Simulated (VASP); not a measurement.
Band structure of Sb (relaxed from the black-P structure, space group Cmce). All values below come from PBEsol GGA, VASP's PBE PAW potentials (set 64) (plane waves; VASP).

Without a dispersion term in the relaxation, distances and binding between the weakly bound layers, chains or molecules are unreliable, and so is what depends on them. Unless said otherwise, spin-orbit coupling is left out, though it shifts the bands of the heavy elements here.

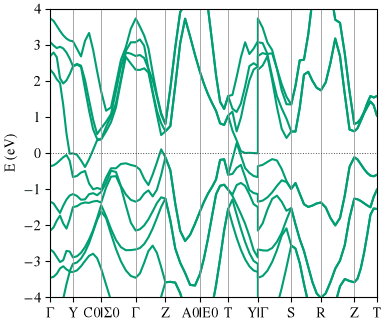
Bands along high-symmetry lines, zero at the valence-band maximum or, without a gap, the Fermi level

### Question
Read the plot: is there a gap, and where are the band edges?

### Answer
It has no gap at this level: it comes out as a metal or semimetal. (Edges off the drawn lines would not show.)

The structure was generated: Sb was put into the black-P type (Cmce), which need not be its known phase. It was relaxed first, which changed the volume by -20 %.
